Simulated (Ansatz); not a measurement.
# BeB2 (P6/mmm): Grüneisen parameters

Does BeB2 (P6/mmm) expand much on heating, by its phonons?

Method: DFT PBEsol, scalar-relativistic, plane waves, PAW, in Ansatz 0.2.0.

## 1. The starting structure

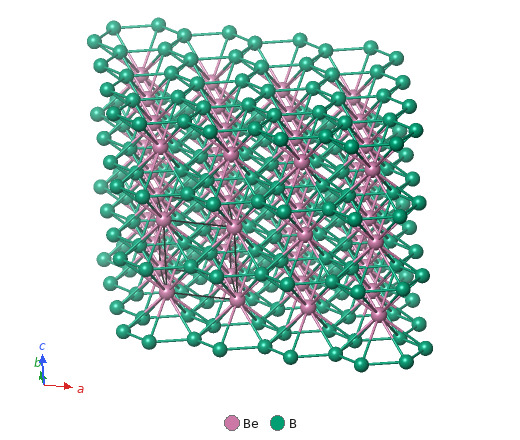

Start, viewed slightly off an axis; beryllium pink, boron teal. 3×3×2 cells are drawn. Some periodic images of atoms are drawn too.

## 2. Response at finite wavevector

The cell comes from relaxations at this level that are not shown. Stability and thermal properties need the whole zone. Linear response on a 3×3×4 q mesh gives force constants as far as a supercell of that size would.

The input, input.yaml:

```yaml
crystal:
  lattice:
    - [2.921252661, 0.0, 0.0]
    - [-1.4606263305, 2.5298790153, 0.0]
    - [0.0, 0.0, 2.8553769829]
  atoms:
    - { symbol: Be, position: [0.0, 0.0, 0.0] }
    - { symbol: B, position: [0.3333333333, 0.6666666667, 0.5] }
    - { symbol: B, position: [0.6666666667, 0.3333333333, 0.5] }
kpoints:
  mp_grid: { grid: [15, 15, 16] }
hamiltonian:
  xc: pbesol
scf:
  occupations: { method: methfessel_paxton, width: 0.15 }
output:
  eigenvalues: true
phonons:
  method: dfpt
  qmesh: [3, 3, 4]
  temperatures: { t_max: 1000, t_step: 50 }
  qpath:
    path:
      - [[0.0, 0.0, 0.0], [0.5, 0.0, 0.0], [0.33333333, 0.33333333, 0.0], [0.0, 0.0, 0.0], [0.0, 0.0, 0.5], [0.5, 0.0, 0.5], [0.33333333, 0.33333333, 0.5], [0.0, 0.0, 0.5]]
      - [[0.5, 0.0, 0.5], [0.5, 0.0, 0.0]]
      - [[0.33333333, 0.33333333, 0.5], [0.33333333, 0.33333333, 0.0]]
    npoints: 10
```

The run is started by

```
ansatz run input.yaml --threads 4 --pin off --max-ram 7168MiB --backend cpu --events-out ev --progress --plain --runs-dir out
```

Numbers of over 12 decimals in the logs are rounded to 6 here.

What it wrote:

```text
Warning: phonons: the dynamical matrix that this run interpolates holds no multipole term above the dipole-dipole one, and a site of this crystal is no centre of inversion, so its interpolated transverse optical and acoustic branches and sound speeds can stay off near Gamma, and the density of states and the thermodynamics with them. What a run solves at a wave vector of phonons.qpoints, Gamma apart, where the deck admits one, is free of this, and under fd what a larger phonons.supercell samples
Engine: ansatz 0.2.0, aarch64-unknown-linux-gnu
Pseudopotentials: kind: paw
Pseudopotential: Be, paw, valence charge 2, recommended cutoff 420 eV (normal), Be.paw.azcp
Pseudopotential: B, paw, valence charge 3, recommended cutoff 420 eV (normal), B.paw.azcp
Functional definition: PBEsol
  exchange = pbesol_x
  correlation = pbesol_c
Crystal: 3 atoms, lattice volume = 21.102 Å³
Basis set: ecut = 420 eV, 405 PW (Γ), exchange–correlation on 40×40×40 points (8 copies of the dense FFT grid, shifted against one another)
Bands: 8, of which v1, the nominal top of the filled ones, is band 4 counted from 1 (3 counted from 0)
Symmetry: 24 space group operations
k-points: 243 of 3600
Non-local potential: Be, projectors of the file, l = 0: 2, l = 1: 2, l = 2: 1
Non-local potential: B, projectors of the file, l = 0: 2, l = 1: 2, l = 2: 1
PAW form: soft (Blöchl's): semilocal exchange-correlation on the pseudo side does not see the compensation charge
PAW frozen core: Be, regenerated for the run's functional, and the local potential with it (the file was generated under x = pbe(κ = 0.804, μ = 0.219515), c = pbe(β = 0.066725))
PAW frozen core: B, regenerated for the run's functional, and the local potential with it (the file was generated under x = pbe(κ = 0.804, μ = 0.219515), c = pbe(β = 0.066725))
PAW one-centre angular grid: Be, 110 points (default); XC on 64 Gauss nodes
PAW one-centre angular grid: B, 110 points (default); XC on 64 Gauss nodes
Initial density: superposition of atomic densities (neutral atoms: chi_scale 0, normalization atom), corrected by the library's trained network
Initial wavefunctions: pseudopotential atomic-orbital guess
Functional: x = pbesol(κ = 0.804, μ = 0.123457), c = pbesol(β = 0.046)
SCF iter   1: F=—  HF=-395.358257 eV  |F-HF|=—  |Δ(HF+E_count)|=         —  Δρ=3.60e-3  dr2=2.78e-3  ethr=1.77e-3  ⟨swp⟩=5.2  Hψ=14161  notcnv=0
preconditioner: auto → none  [metal: Δε(μ)=0.006 eV  Ē_g=12.464 eV  σ=0.150 eV  W_gap=0.03  n_scr=2 (ndim 8)  ℏωp=22.9 eV  f_vac=0.000  D(μ)=0.49/eV (n_scr^D=0)  sad-step TF]
SCF iter   2: F=—  HF=-395.357663 eV  |F-HF|=—  |Δ(HF+E_count)|=   5.94e-4  S|Δr|=    0.00e0  Δρ=2.17e-3  dr2=1.05e-3  ethr=3.47e-5  ⟨swp⟩=1.0  Hψ=3888  notcnv=0
SCF iter   3: F=—  HF=-395.357346 eV  |F-HF|=—  |Δ(HF+E_count)|=   3.17e-4  S|Δr|=    0.00e0  Δρ=1.26e-4  dr2=1.83e-6  ethr=1.31e-5  ⟨swp⟩=2.2  Hψ=2831  notcnv=0
SCF iter   4: F=—  HF=-395.357346 eV  |F-HF|=—  |Δ(HF+E_count)|=   1.70e-7  S|Δr|=    0.00e0  Δρ=3.41e-5  dr2=3.75e-7  ethr=2.29e-8  ⟨swp⟩=2.2  Hψ=2788  notcnv=0
SCF iter   5: F=—  HF=-395.357346 eV  |F-HF|=—  |Δ(HF+E_count)|=   4.66e-7  S|Δr|=    0.00e0  Δρ=8.78e-6  dr2=2.32e-8  ethr=4.69e-9  ⟨swp⟩=2.3  Hψ=2765  notcnv=0
SCF iter   6: F=—  HF=-395.357346 eV  |F-HF|=—  |Δ(HF+E_count)|=   8.16e-9  S|Δr|=    0.00e0  Δρ=2.12e-6  dr2=1.33e-9  ethr=2.90e-10  ⟨swp⟩=2.1  Hψ=2756  notcnv=0
SCF iter   7: F=—  HF=-395.357346 eV  |F-HF|=—  |Δ(HF+E_count)|=  4.86e-10  S|Δr|=    0.00e0  Δρ=3.05e-7  dr2=2.75e-11  ethr=1.66e-11  ⟨swp⟩=2.1  Hψ=2763  notcnv=0
SCF iter   8: F=-395.357346 eV  HF=-395.357346 eV  |F-HF|=0.00e0  |Δ(HF+E_count)|=  9.66e-12  S|Δr|=    0.00e0  Δρ=2.21e-8  dr2=1.42e-13  ethr=1.00e-12  ⟨swp⟩=5.3  Hψ=6995  notcnv=0
the search or the solves at the SCF's close seem to have found levels that the self-consistency loop had missed (the run counts 1). By its estimate they hold under 1e-12 electrons; where the run keeps them, the occupations were computed again with them
SCF 1 converged in 8 iterations: F = -395.357346 eV  dr2 = 1.42e-13
  greatest PAW one-centre occupation: 0.544 electrons in one spin orbital (limit 2), on the B atom at site 2 (counted from 0), in its partial waves of l = 0
Initial density: read from a saved state, or passed on in memory by an earlier SCF of this step, an earlier step, the calling program or the single point that the run made first
iter 1 solved again at ethr=4.20e-8 eV; its pass at ethr=3.10e-3 eV (dr2=3.36e-6 eV) is discarded
SCF iter   1: F=—  HF=-395.357346 eV  |F-HF|=—  |Δ(HF+E_count)|=         —  Δρ=1.14e-7  dr2=1.62e-12  ethr=4.20e-8  ⟨swp⟩=2.8  Hψ=19365  notcnv=0
eigensolver tolerance schedule: the retry pair's looser diagonalisation over-reported the residual by 2079012.40 of it (diagonalisation noise at an unbounded share of the residual, at the tolerance the schedule requests for it); recorded, not acted on — ethr = c·dr2/N_el stays at c = 1.0e-1
preconditioner: auto → none  [metal: Δε(μ)=0.013 eV  Ē_g=12.471 eV  σ=0.150 eV  W_gap=0.07  n_scr=2 (ndim 8)  ℏωp=22.9 eV  f_vac=0.000  D(μ)=0.50/eV (n_scr^D=0)]
SCF iter   2: F=—  HF=-395.357346 eV  |F-HF|=—  |Δ(HF+E_count)|=   1.96e-7  S|Δr|=    0.00e0  Δρ=6.09e-8  dr2=7.90e-13  ethr=1.00e-12  ⟨swp⟩=4.7  Hψ=7764  notcnv=0
SCF iter   3: F=-395.357346 eV  HF=-395.357346 eV  |F-HF|=1.14e-13  |Δ(HF+E_count)|=  5.68e-14  S|Δr|=    0.00e0  Δρ=3.78e-8  dr2=2.56e-13  ethr=1.00e-12  ⟨swp⟩=1.0  Hψ=4875  notcnv=0
SCF 2 converged in 3 iterations: F = -395.357346 eV  dr2 = 2.56e-13
phonons: the bands overlap, so this run is a metal and interpolates without the dipole-dipole term. If the crystal is really an insulator or semiconductor, its LO-TO splitting is missing
NSCF: frozen V_eff on 243 k-points
WARN: eigensolver did not converge in 2 slots of this pass, the one above among them; of largest residual over every band (k=201): 1 band(s) unlocked (lowest unlocked band 7, counted from 0; max residual 7.21e-6 eV among the unlocked bands, 7.21e-6 eV over every band); of lowest unlocked band (k=165): band 7
NSCF: frozen V_eff on 576 k-points
DFPT response loops at q = (0, 0, 0) (fractional): preconditioner auto → Kerker (q_TF=auto, 2.321 Å⁻¹) (partly filled bands, converged f_vac=0.000); β = 1.00, the filter's whole step (`scf.mixing.beta` (0.50) is not read by the response loops under this deck's `scf.mixing.preconditioner`; to damp them name `kerker` or `kerker_dos`, under which they read `scf.mixing.beta`, and type it under 1.00, their step now; both keys bind the ground state too); Broyden in place of MSR1
NSCF: frozen V_eff on 2048 k-points
DFPT response loops at q = (0, 0, 0.25) (fractional): mixed as the last ones told, above
NSCF: frozen V_eff on 1152 k-points
DFPT response loops at q = (0, 0, -0.5) (fractional): mixed as the last ones told, above
NSCF: frozen V_eff on 2160 k-points
DFPT response loops at q = (0, 0.333333, 0) (fractional): mixed as the last ones told, above
NSCF: frozen V_eff on 3840 k-points
DFPT response loops at q = (0, 0.333333, 0.25) (fractional): mixed as the last ones told, above
NSCF: frozen V_eff on 2160 k-points
DFPT response loops at q = (0, 0.333333, -0.5) (fractional): mixed as the last ones told, above
NSCF: frozen V_eff on 2160 k-points
DFPT response loops at q = (0.333333, 0.333333, 0) (fractional): mixed as the last ones told, above
NSCF: frozen V_eff on 3840 k-points
DFPT response loops at q = (0.333333, 0.333333, 0.25) (fractional): mixed as the last ones told, above
NSCF: frozen V_eff on 2160 k-points
DFPT response loops at q = (0.333333, 0.333333, -0.5) (fractional): mixed as the last ones told, above
SCF converged after 8 iterations
Stability not checked: this state was not tested for a lower state beside it, because cold or Methfessel-Paxton smearing, or corrected tetrahedra, fill the levels in a way that the test cannot read (fill_not_monotonic; see scf.lower_state_search)
Free energy (F): -395.357346 eV
Harris-Foulkes:  -395.357346 eV  (|F-HF|=0.00e0)
Internal energy: -395.357145 eV  (E = F + TS)
E sigma→0 (E₀):  -395.357296 eV
Entropy (-TS):   -0.000202 eV (-0.067 meV/atom)
Fermi energy:    9.670122 eV
--- Per-component energies (eV) ---
  E_band       = 29.513351
  E_kinetic    = 120.376366
  E_local      = -38.607511  (includes V_loc(G=0)·N_el)
  E_nonlocal   = 27.244513
  E_hartree    = 12.712349
  E_xc         = -84.531502
  E_vxc        = -98.255944  (∫ρ·V_xc dr)
  E_paw        = -208.071817  (= ΣΔE_a)
  E_vpaw       = -6.668765  (= ΣTr[D̂ρ^β])
  E_aug_tail   = -0.000005  (compensation charges beyond the density's cutoff)
  E_ewald      = -224.518491
  E_core_change = 0.038953  (= ΣΔE_core)
  E_smearing   = -0.000202  (= −TS)
  E_closure    = -0.000000  (closes the sum)
  Σ components = -395.357346   (vs F -395.357346, Δ=0.00e0)
--- Band table (eV; the first three rows and the last of 243) ---
  k-point 0: bands = ["-4.9052", "7.4372", "9.5334", "9.5334", "13.3089", "13.3089", "15.2327", "19.1582"]
  k-point 1: bands = ["-4.8532", "7.0448", "9.5625", "9.5625", "13.3756", "13.3756", "15.7439", "19.1067"]
  k-point 2: bands = ["-4.6979", "6.0924", "9.6468", "9.6468", "13.5755", "13.5755", "17.0437", "18.9686"]
  k-point 242: bands = ["2.6041", "3.3636", "3.3636", "5.8029", "5.8029", "11.6162", "19.5649", "23.7115"]
--- Phonons (Γ-DFPT): 4 representative perturbations + reference (Σ response iterations 10) ---
  ASR residual: 6.765e-5 → 0.000e0 eV/Å²; symmetrization residual: 1.773e-7 eV/Å²
  ASR residual per site (eV/Å²): 6.76e-5 1.20e-5 1.20e-5
  Γ frequencies (cm⁻¹): 0.00 0.00 0.00 220.54 335.48 335.48 635.25 889.59 889.59
--- Phonons (arbitrary-q DFPT): 9 irreducible q on the 3×3×4 mesh ---
  q = [0.0000, 0.0000, 0.0000] (star 1, of the zone-centre solve; hermiticity 2.16e-8, symmetrization 3.92e-15): 0.00 0.00 0.00 220.54 335.48 335.48 635.25 889.59 889.59
  q = [0.0000, 0.0000, 0.2500] (star 2, 4 solved perturbations in 2912 linear systems a pass and spin channel, the states on 1024 of 3600 k-point pairs; hermiticity 1.99e-8, symmetrization 1.14e-12): 51.12 51.12 272.28 284.87 284.87 344.90 575.09 886.21 886.21
  q = [0.0000, 0.0000, -0.5000] (star 1, 4 solved perturbations in 1638 linear systems a pass and spin channel, the states on 576 of 3600 k-point pairs; hermiticity 6.55e-10, symmetrization 3.36e-10): 94.16 94.16 114.93 114.93 168.81 389.20 426.24 733.69 733.69
  q = [0.0000, 0.3333, 0.0000] (star 6, 6 solved perturbations on 1080 of 3600 k-point pairs; hermiticity 9.79e-9, symmetrization 2.40e-10): 91.50 217.83 224.98 266.25 374.24 550.97 682.53 959.82 967.25
  q = [0.0000, 0.3333, 0.2500] (star 12, 6 solved perturbations on 1920 of 3600 k-point pairs; hermiticity 9.20e-9, symmetrization 4.60e-9): 214.45 231.48 259.62 316.82 369.36 474.42 685.89 947.07 982.03
  q = [0.0000, 0.3333, -0.5000] (star 6, 6 solved perturbations on 1080 of 3600 k-point pairs; hermiticity 4.50e-9, symmetrization 2.14e-10): 232.35 243.86 355.81 368.56 384.52 425.59 693.43 944.61 1002.85
  q = [0.3333, 0.3333, 0.0000] (star 2, 4 solved perturbations in 2988 linear systems a pass and spin channel, the states on 1080 of 3600 k-point pairs; hermiticity 1.38e-6, symmetrization 3.19e-7): 122.65 265.44 265.44 374.66 374.66 634.00 799.02 799.02 1003.58
  q = [0.3333, 0.3333, 0.2500] (star 4, 4 solved perturbations in 5312 linear systems a pass and spin channel, the states on 1920 of 3600 k-point pairs; hermiticity 1.33e-6, symmetrization 3.47e-7): 243.72 250.72 250.72 396.42 396.42 646.81 809.00 809.00 996.73
  q = [0.3333, 0.3333, -0.5000] (star 2, 4 solved perturbations in 2988 linear systems a pass and spin channel, the states on 1080 of 3600 k-point pairs; hermiticity 9.46e-7, symmetrization 2.48e-7): 266.57 266.57 323.64 421.52 421.52 656.16 818.67 818.67 971.14
  sum rule: each row above includes the acoustic sum rule's correction from the zone centre's row sums; it moved no ω² by more than (1.43 cm⁻¹)²
  mesh force constants: q→R imaginary residual 0.00e0; ASR residual 6.765e-5 → 0.000e0 eV/Å²; symmetrization residual 2.487e-14 eV/Å²
  interpolated dispersion: 93 rows × 9 modes
  density of states and harmonic sums: on the 24×24×24 q-mesh, interpolated from the force constants of a 3×3×4 supercell (no non-analytic term)
  largest difference from the sums on the solved wave vectors: F 3.62e-3 eV, S 7.41e-6 and C_V 6.33e-6 eV/K
  zero-point energy: 0.276273 eV/cell   skipped modes (ω ≤ 0): 18, of them read as no rigid motion or as one in doubt: 15 (9.549e-3 modes/cell left out, lowest -48.99 cm⁻¹)   left out of the sums: 1.09e-3 of the cell's modes: C_V's classical limit lies that fraction below 3 k_B per atom; for a crystal, a wire or a layer, F and S can be off by more, and a phonons.interpolated_qmesh denser along its periods is the remedy for the sampling
```

It took 1.7 min on 4 threads of Arm Neoverse V2, shared host; peak memory 1.1 GiB.

Numbers from this step:

| Item | Value |
| --- | --- |
| volume per atom | 7.034 Å³ |
| gap on the k-mesh | 0 eV |
| sum-rule residual before enforcement | 6.76e-5 eV/Å² |
| lowest frequency on the path | -48.85 cm⁻¹ |
| point group | 6/mmm |
| highest frequency on the path or at a solved wavevector | 1005 cm⁻¹ |
| highest optical mode at the zone centre (no LO-TO term) | 889.6 cm⁻¹ |
| lowest optical zone-centre mode | 220.5 cm⁻¹ |
| lowest mode on the q mesh (acoustic modes at Γ apart) | 51.12 cm⁻¹ |

Frequencies (cm⁻¹) solved at each irreducible wavevector; negative means imaginary. Frequencies by wavevector, by row:

```csv
q in reciprocal lattice units,star,mode 1,mode 2,mode 3,mode 4,mode 5,mode 6,mode 7,mode 8,mode 9
0 0 0,1,0,0,0,220.5,335.5,335.5,635.2,889.6,889.6
0 0 0.25,2,51.1,51.1,272.3,284.9,284.9,344.9,575.1,886.2,886.2
0 0 -0.5,1,94.2,94.2,114.9,114.9,168.8,389.2,426.2,733.7,733.7
0 0.3333 0,6,91.5,217.8,225,266.2,374.2,551,682.5,959.8,967.2
0 0.3333 0.25,12,214.4,231.5,259.6,316.8,369.4,474.4,685.9,947.1,982
0 0.3333 -0.5,6,232.3,243.9,355.8,368.6,384.5,425.6,693.4,944.6,1003
0.3333 0.3333 0,2,122.7,265.4,265.4,374.7,374.7,634,799,799,1004
0.3333 0.3333 0.25,4,243.7,250.7,250.7,396.4,396.4,646.8,809,809,996.7
0.3333 0.3333 -0.5,2,266.6,266.6,323.6,421.5,421.5,656.2,818.7,818.7,971.1
```

Symmetry leaves 9 wavevectors to solve. The lowest mode among them, the acoustic zeros apart, lies at q = (0, 0, 0.25) and is real, 51.1 cm⁻¹. Between them the interpolated path dips to 49i cm⁻¹.

## 3. Relaxing at another volume, volume ratio 0.97

The volume is scaled by 0.97 and held, while shape and atoms relax as far as symmetry allows. The modes can then be followed against volume.

input.yaml, the sections that differ from step 2:

```yaml
crystal:
  lattice:
    - [2.8917430408, 0.0, 0.0]
    - [-1.4458715204, 2.5043229345, 0.0]
    - [0.0, 0.0, 2.8265328191]
  atoms:
    - { symbol: Be, position: [0.0, 0.0, 0.0] }
    - { symbol: B, position: [0.3333333333, 0.6666666667, 0.5] }
    - { symbol: B, position: [0.6666666667, 0.3333333333, 0.5] }
output:
  forces: true
  stress: true
  eigenvalues: true
relax:
  adjacent_minimum: "off"
  f_tol: 0.001
  max_steps: 60
  cell: { stress_tol: 0.01, fix: [volume] }
# kpoints, hamiltonian, scf: as in step 2
# phonons: removed
```

What it wrote:

```text
[...]
Crystal: 3 atoms, lattice volume = 20.469 Å³
Basis set: ecut = 420 eV, 405 PW (Γ), exchange–correlation on 40×40×40 points (8 copies of the dense FFT grid, shifted against one another)
Bands: 8, of which v1, the nominal top of the filled ones, is band 4 counted from 1 (3 counted from 0)
Symmetry: 24 space group operations
[...]
k-points: 243 of 3600
[...]
F+E_penalty+E_count = -395.34675172 eV   max|allowed force component| = 4.626e-17 eV/Å   (the final SCF, on the basis selected at the relaxed cell)
  cell:  # Å, volume = 20.4694 Å³
    - [2.903400, 0, 0.0]
    - [-1.451700, 2.514418, 0.0]
    - [0.0, 0.0, 2.803881]
  atoms:
    - { symbol: Be, position: [0, 0, 0.0] }
    - { symbol: B, position: [0.333333, 0.666667, 0.500000] }
    - { symbol: B, position: [0.666667, 0.333333, 0.500000] }
[key lines of the parts left out:]
SCF converged after 4 iterations
Free energy (F): -395.346752 eV
Fermi energy:    10.070110 eV
P = ⅓ Tr σ = 5.4898 GPa (54.898 kbar)
```

The job ended after 5.1 s (4 threads; peak memory 0.34 GiB; 18 s of CPU time).

The steps of the relaxation:

```csv
step,energy less that of the first step (eV),largest force component (eV/Å),pressure (GPa),volume (Å³)
1,0.0000,0.0000,6.64,20.47
2,-0.0020,0.0000,5.77,20.47
3,-0.0022,0.0000,5.48,20.47
4,-0.0022,0.0000,5.49,20.47
5*,-0.0022,0.0000,5.50,20.47
6,-0.0022,0.0000,5.49,20.47
7*,-0.0022,0.0000,5.49,20.47
```

Relaxation steps marked * repeat the geometry before them on a plane-wave basis chosen anew for their cell, so energy and pressure can jump there.

Forces are held to the 24 operations that the run works with; a distortion that breaks them can't arise in this run.

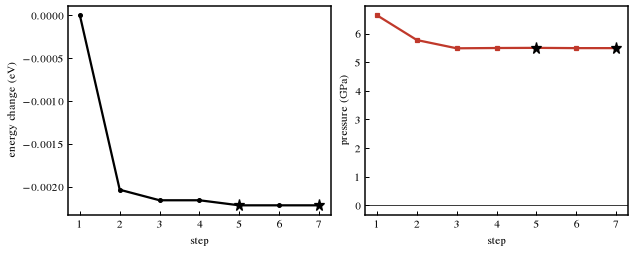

Energy and pressure along the relaxation. Stars mark steps on a basis chosen anew.

```csv
"conventional cell, symmetrised",before,after,change
a (Å),2.892,2.903,+0.4 %
b (Å),2.892,2.903,+0.4 %
c (Å),2.827,2.804,-0.8 %
volume (Å³/atom),6.82,6.82,-0.0 %
```

The relaxed structure:

```xyz
3
Lattice="2.9034 0.0000 0.0000 -1.4517 2.5144 0.0000 0.0000 0.0000 2.8039" Properties=species:S:1:pos:R:3 pbc="T T T"
Be    0.0000    0.0000    0.0000
B     0.0000    1.6763    1.4019
B     1.4517    0.8381    1.4019
```

Numbers from this step:

| Property | Result |
| --- | --- |
| pressure | 5.490 GPa |
| volume per atom | 6.823 Å³ |

(Part 1 of 2 ends here.)

[Logs are printed without paths, hosts, clocks, repeated set-up lines and the standing remarks that a program may print on its own settings, such as how far it seeks lower states.]

[Hosts, paths, dates, database ids (printed as entryN), source tags and the programs' standing remarks are cut or masked in the printed files.]
